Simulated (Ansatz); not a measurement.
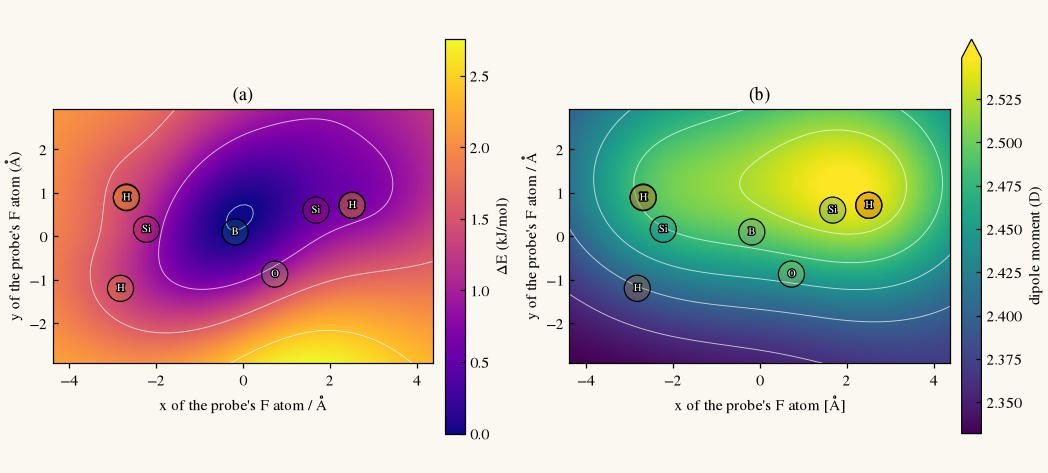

BH₅OSi₂ (SMILES [SiH3]B1O[SiH2]1) with the probe HF. 
- The probe is moved over a plane parallel to the molecule's main plane, 4.31 Å above it.
- Coordinates scanned: (1) x of the probe's F atom; (2) y of the probe's F atom.
- Nothing is relaxed (molecule and probe rigid, the probe upright with F nearest the plane).
- The scan uses a 13 × 9 grid.
- Points are written as (first, second).
- Energies: kJ/mol, counted from the lowest grid point.
- Computed with Ansatz, RHF/def2-SVPD.

Panel (a) is the energy; panel (b) is the computed dipole moment, in D.

In the figure: a smooth colour map with a few white contour lines, labelled circles for the molecule's atoms, projected on the plane. Between grid points the surface is interpolated.

### How does the dipole moment vary over the map, and what is it at the lowest grid point?

Leaving out the highest fifth of the energies, it runs from 2.35 D at (−3.65 Å, −2.19 Å) to 2.55 D at (2.19 Å, 1.46 Å). At the lowest grid point, (0.00 Å, 0.73 Å), it is 2.52 D.
